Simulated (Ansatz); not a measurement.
```xyz
9

F    -1.3727    2.7482   -1.5866
Al   -0.6897    1.2862   -1.0852
O    -0.0883    0.1338   -0.0690
Si    0.5441   -1.0724    1.0953
H    -0.3739    0.1990   -2.9024
H    -0.6752    0.8272   -3.2175
H     1.8896   -0.5456    1.4962
H     0.6081   -2.3560    0.3219
H    -0.4561   -1.0928    2.2121
```

At this geometry the atoms fall into two loosely joined parts.

Method: UKS BLYP-D4/6-31G (Ansatz 0.2.0).

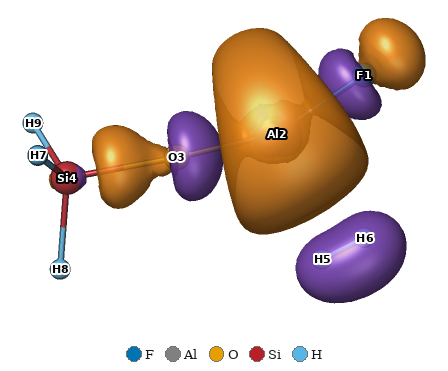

AlFH5OSi (charge +1). The LUMO at ±0.1 Å⁻³ᐟ² (orange and purple are the two phases), seen across its widest extent.

Describe this orbital and give its energy.

Answer. By Hirshfeld shares it lies mainly on Al2 (about 60 %), F1 (about 15 %) and O3 (about 10 %). Its energy is −9.21 eV.
